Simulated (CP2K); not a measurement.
# BCl2 (SMILES Cl[B]Cl) at UB3LYP/6-31G(d) (spherical functions)

Aim: the energy change on altering one bond length of BCl2 at UB3LYP/6-31G* (spherical functions), from 2 runs. 

The calculation is run with CP2K 2026.2.

5 further runs of the same task are left out: 3 that didn't finish, 2 set aside as unsound or not needed.

### 1 The structure to begin with

The species is BCl2 (3 atoms), meant as a doublet with charge 0. As SMILES, `Cl[B]Cl`. The coordinates come from a PBE0-D4/def2-TZVP relaxation.

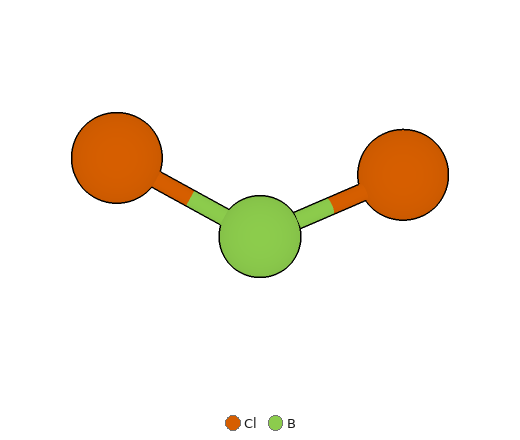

Viewed from a chosen angle; chlorine orange, boron green.

### 2 A single-point energy at UB3LYP/6-31G(d) (spherical functions)

The input, molecule.xyz:

```xyz
3

Cl     0.371500    -1.525600     0.030000
B     -0.463900    -0.050300    -0.256900
Cl     0.081500     1.511100     0.213700
```

The input, molecule.inp:

```
&global
  project_name molecule
  run_type ENERGY
  print_level MEDIUM
&end global

&force_eval
  method QS
  &dft
    basis_set_file_name ./6_31gs.basis
    potential_file_name POTENTIAL
    multiplicity 2
    lsd T
    &qs
      method GAPW
      eps_default 1.0E-10
    &end qs
    &mgrid
      cutoff 280
      rel_cutoff 50
      ngrids 4
    &end mgrid
    &poisson
      periodic NONE
      poisson_solver MULTIPOLE
    &end poisson
    # SCF settings
    &scf
      scf_guess ATOMIC
      eps_scf 1.0E-06
      max_scf 30
      &ot
        minimizer DIIS
        preconditioner FULL_ALL
      &end ot
      &outer_scf
        eps_scf 1.0E-06
        max_scf 10
      &end outer_scf
    &end scf
    # functional
    &xc
      &xc_functional
        &hyb_gga_xc_b3lyp
        &end hyb_gga_xc_b3lyp
      &end xc_functional
      &hf
        fraction 0.2
        &screening
          eps_schwarz 1.0E-10
        &end screening
        &memory
          max_memory 1050
        &end memory
      &end hf
    &end xc
    &print
      &moments
        periodic F
        reference COM
        max_moment 1
      &end moments
      &mo_cubes
        nlumo 5
        nhomo -1
        write_cube F
      &end mo_cubes
      &lowdin ON
      &end lowdin
      &hirshfeld OFF
      &end hirshfeld
    &end print
  &end dft
  # structure
  &subsys
    &cell
      abc 7.8 10 7.5
      periodic NONE
    &end cell
    &topology
      coord_file_name molecule.xyz
      coord_file_format XYZ
      &center_coordinates
      &end center_coordinates
    &end topology
    &kind Cl
      basis_set 6-31Gs
      potential ALL
      lebedev_grid 194
      radial_grid 100
    &end kind
    &kind B
      basis_set 6-31Gs
      potential ALL
      lebedev_grid 194
      radial_grid 100
    &end kind
  &end subsys
&end force_eval
```

Run with:

```sh
$ OMP_NUM_THREADS=1 cp2k.psmp -i molecule.inp > molecule.out 2>&1
```

What it wrote:

```text
CP2K| version string:                                       CP2K version 2026.2
[...]
 GLOBAL| Method name                                                        CP2K
[...]
 GLOBAL| Run type                                                         ENERGY
[...]
 DFT| Spin unrestricted (spin-polarized) Kohn-Sham calculation               UKS
 DFT| Multiplicity                                                             2
[...]
 DFT| Charge                                                                   0
[...]
 FUNCTIONAL| HYB_GGA_XC_B3LYP:
[...]
 QS| Method:                                                                GAPW
[...]
 QS| Density cutoff [a.u.]:                                                140.0
[...]
 QS| Relative density cutoff [a.u.]:                                        25.0
[...]
                             - Atoms:                                          3
[...]
                             - Spherical basis functions:                     50
[...]
 Number of electrons:                                                         20
[...]
     1 OT DIIS     0.15E+00    3.3     0.48642572      -875.2225222984 -8.75E+02
[...]
    15 OT DIIS     0.15E+00    1.7     0.00000092      -945.2379472222 -3.84E-09
  *** SCF run converged in    15 steps ***
[...]
  Overlap energy of the core charge distribution:               0.00000273970539
  Self energy of the core charge distribution:               -413.93719060222548
  Core Hamiltonian energy:                                   -537.67829991449776
  Hartree energy:                                              69.62929296486315
  Exchange-correlation energy:                                 -6.74112186910186
  Hartree-Fock Exchange energy:                               -11.80495859665700
[...]
                     Mulliken Population Analysis
 #  Atom  Element  Kind  Atomic population (alpha,beta) Net charge  Spin moment
       1     Cl       1         8.548224     8.499365    -0.047589     0.048859
       2     B        2         2.903493     2.001206     0.095301     0.902287
       3     Cl       1         8.548283     8.499429    -0.047712     0.048853
 # Total charge and spin       20.000000    19.000000     0.000000     1.000000
[...]
  Dipole moment [Debye]
    X=  0.1549977E+00 Y=  0.9096868E-02 Z=  0.8438913E-01  Total=      0.1767161
[...]
 HOMO - LUMO gap [eV] :    7.108357
 ENERGY| Total FORCE_EVAL ( QS ) energy [hartree]           -945.237947222231810
[...]
```

Wall time 78 s (1 thread of Arm Neoverse V1, shared host); peak memory 0.47 GiB.

### 3 The distorted shape, same level

The input, run.inp:

```
&FORCE_EVAL
  METHOD Quickstep
  &DFT
    BASIS_SET_FILE_NAME ./6_31gs.basis
    POTENTIAL_FILE_NAME POTENTIAL
    MULTIPLICITY 2
    LSD T
    &QS
      METHOD GAPW
      EPS_DEFAULT 1.0E-10
    &END QS
    # plane-wave cutoff in Ry
    &MGRID
      CUTOFF 280
      REL_CUTOFF 50
      NGRIDS 4
    &END MGRID
    # no periodic images
    &POISSON
      PERIODIC NONE
      POISSON_SOLVER MULTIPOLE
    &END POISSON
    # SCF settings
    &SCF
      SCF_GUESS ATOMIC
      EPS_SCF 1.0E-06
      MAX_SCF 30
      &OT
        MINIMIZER DIIS
        PRECONDITIONER FULL_ALL
      &END OT
      &OUTER_SCF
        EPS_SCF 1.0E-06
        MAX_SCF 8
      &END OUTER_SCF
    &END SCF
    &XC
      &XC_FUNCTIONAL
        &HYB_GGA_XC_B3LYP
        &END HYB_GGA_XC_B3LYP
      &END XC_FUNCTIONAL
      # exact exchange
      &HF
        FRACTION 0.2
        &SCREENING
          EPS_SCHWARZ 1.0E-10
        &END SCREENING
        &MEMORY
          MAX_MEMORY 1050
        &END MEMORY
      &END HF
    &END XC
    # extra output
    &PRINT
      &MOMENTS
        PERIODIC F
        REFERENCE COM
        MAX_MOMENT 1
      &END MOMENTS
      &MO_CUBES
        NLUMO 5
        NHOMO -1
        WRITE_CUBE F
      &END MO_CUBES
      &LOWDIN ON
      &END LOWDIN
      &HIRSHFELD OFF
      &END HIRSHFELD
      &MO_MOLDEN ON
        NDIGITS 8
        NLUMO 5
      &END MO_MOLDEN
    &END PRINT
  &END DFT
  &SUBSYS
    # vacuum box
    &CELL
      ABC 7.8 10.8 7.7
      PERIODIC NONE
    &END CELL
    &COORD
      UNIT bohr
      Cl     0.1867314    -4.3581998    -0.3879381
      B     -1.3919458    -1.5702868    -0.9301005
      Cl     0.1540127     2.8555651     0.4038345
    &END COORD
    &TOPOLOGY
      &CENTER_COORDINATES
      &END CENTER_COORDINATES
    &END TOPOLOGY
    &KIND Cl
      BASIS_SET 6-31Gs
      POTENTIAL ALL
      LEBEDEV_GRID 194
      RADIAL_GRID 100
    &END KIND
    &KIND B
      BASIS_SET 6-31Gs
      POTENTIAL ALL
      LEBEDEV_GRID 194
      RADIAL_GRID 100
    &END KIND
  &END SUBSYS
&END FORCE_EVAL
&GLOBAL
  PROJECT_NAME run
  RUN_TYPE ENERGY
  PRINT_LEVEL MEDIUM
&END GLOBAL
```

Run with:

```sh
$ OMP_NUM_THREADS=1 cp2k.psmp run.inp > run.out
```

What it wrote:

```text
CP2K| version string:                                       CP2K version 2026.2
[...]
 GLOBAL| Method name                                                        CP2K
[...]
 GLOBAL| Run type                                                         ENERGY
[...]
 DFT| Spin unrestricted (spin-polarized) Kohn-Sham calculation               UKS
 DFT| Multiplicity                                                             2
[...]
 DFT| Charge                                                                   0
[...]
 FUNCTIONAL| HYB_GGA_XC_B3LYP:
[...]
 QS| Method:                                                                GAPW
[...]
 QS| Density cutoff [a.u.]:                                                140.0
[...]
 QS| Relative density cutoff [a.u.]:                                        25.0
[...]
                             - Atoms:                                          3
[...]
                             - Spherical basis functions:                     50
[...]
 Number of electrons:                                                         20
[...]
     1 OT DIIS     0.15E+00    3.3     0.61946390      -862.7469792327 -8.63E+02
[...]
    20 OT DIIS     0.15E+00    1.8     0.00000080      -945.1569790174 -9.61E-10
  *** SCF run converged in    20 steps ***
[...]
  Overlap energy of the core charge distribution:               0.00000137051284
  Self energy of the core charge distribution:               -413.93719060222548
  Core Hamiltonian energy:                                   -538.02662120248738
  Hartree energy:                                              69.99269374126780
  Exchange-correlation energy:                                 -6.62447121980339
  Hartree-Fock Exchange energy:                               -11.76963047236359
[...]
                     Mulliken Population Analysis
 #  Atom  Element  Kind  Atomic population (alpha,beta) Net charge  Spin moment
       1     Cl       1         8.488462     8.460770     0.050768     0.027692
       2     B        2         2.658677     2.089542     0.251781     0.569135
       3     Cl       1         8.852861     8.449688    -0.302549     0.403173
 # Total charge and spin       20.000000    19.000000     0.000000     1.000000
[...]
  Dipole moment [Debye]
    X= -0.5360776E+00 Y= -0.4017798E+01 Z= -0.7497649E+00  Total=      4.1221630
[...]
 HOMO - LUMO gap [eV] :    3.111422
 ENERGY| Total FORCE_EVAL ( QS ) energy [hartree]           -945.156979017445110
[...]
```

Wall time 98 s (1 thread of Arm Neoverse V1, shared host); peak memory 0.53 GiB.

### 4 Outcome

At UB3LYP/6-31G* (spherical functions):

```
                                                          quantity          value
                                         first shape: total energy  -945.23795 Eh
                                        first shape: dipole moment         0.18 D
                   first shape: HOMO energy (highest over α and β)       -5.93 eV
                    first shape: LUMO energy (lowest over α and β)       -1.98 eV
                                                 first shape: ⟨S²⟩          0.752
                                     distorted shape: total energy  -945.15698 Eh
                                    distorted shape: dipole moment         4.12 D
               distorted shape: HOMO energy (highest over α and β)       -7.64 eV
                distorted shape: LUMO energy (lowest over α and β)       -4.56 eV
                                             distorted shape: ⟨S²⟩          0.772
energy change with the B2–Cl3 bond stretched from 1.720 to 2.579 Å       2.203 eV
```

What this shows: With the B2–Cl3 bond stretched from 1.720 to 2.579 Å the energy rises by 2.20 eV (213 kJ/mol). The first shape isn't relaxed at this level, so the change isn't measured from a minimum.
